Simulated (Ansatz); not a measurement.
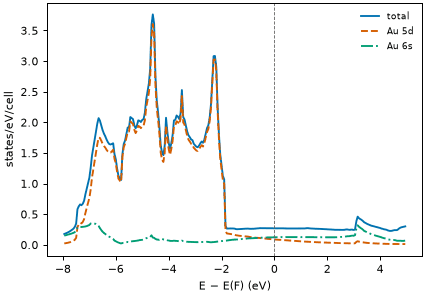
Fig. 1. Total and projected density of states of Au (fcc (Cu type), Fm-3m), the program Ansatz at the r²SCAN+D4 level (PAW)

Task: Which orbitals carry the states next to the Fermi level?

Result: Within 0.5 eV of the Fermi level: Au 6s 46 %, Au 5d 33 %, outside the projected shells 22 %. Projections are on Löwdin-orthogonalised atomic valence shells; empty p or d shells of many metals are not among them.

Task: Where is the tallest occupied peak in this window, and what makes it?

Result: Near -4.6 eV, about 3.8 states/eV per cell; the largest projected share is Au 5d.

Symmetry was held in the r²SCAN+D4 relaxation. The pairwise dispersion correction was not fitted to metals. Spin–orbit coupling is left out wherever it is not named.

Potentials: the earlier of the program's two PAW sets.
